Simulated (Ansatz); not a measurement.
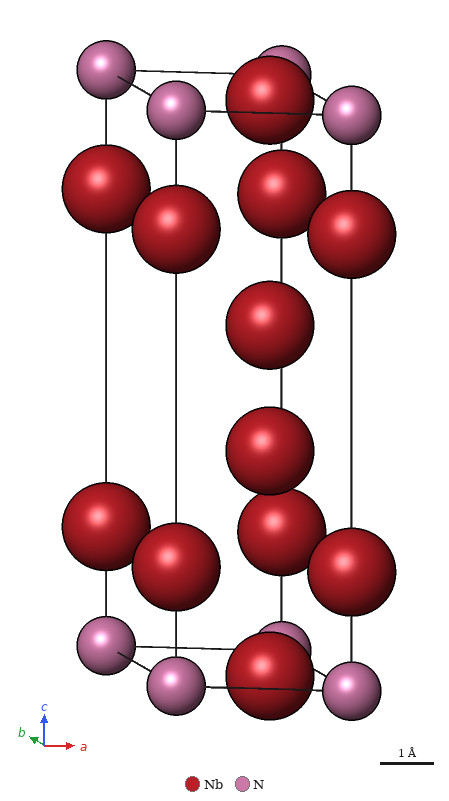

The crystal in a spheres-only representation, seen slightly off an axis. The edges of the simulation cell are marked.

```xyz
6
Lattice="3.3371 0.0000 0.0000 -1.6685 2.8900 0.0000 0.0000 0.0000 11.2227" Properties=species:S:1:pos:R:3 pbc="T T T"
Nb    1.6685    0.9633   11.2227
Nb    3.3371    0.0000    8.9030
Nb    3.3371    0.0000    2.3198
Nb    1.6685    0.9633    4.3860
Nb    1.6685    0.9633    6.8367
N     3.3371    0.0000   11.2227
```

Results below were computed with Ansatz, DFT PBE, scalar-relativistic, plane waves, PAW; the settings were plane-wave cutoff 420 eV, a 12×12×4 mesh of k-points, Gaussian smearing of 0.1 eV, no spin polarisation.

Q: What are the atomic charges by Bader's partition?

A: Nb -0.01 to +1.23 e; N -1.68 e.

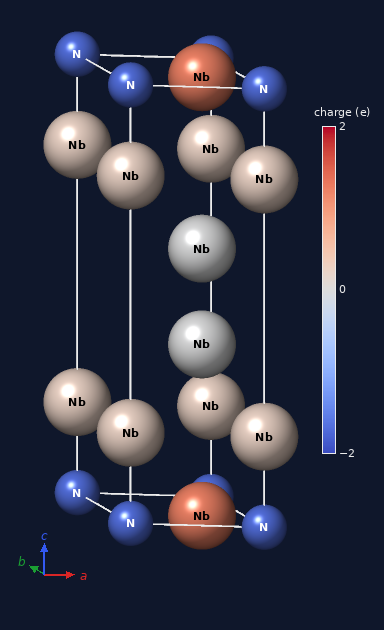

The atoms coloured by those charges.

The starting point was a random cell made by a generator, so it need not be a real form of the compound. Earlier steps of the study, as a rule a relaxation of our own, may have changed the cell and positions, so they can lie some per cent off the listed ones. A calculation with Ansatz used it as input.
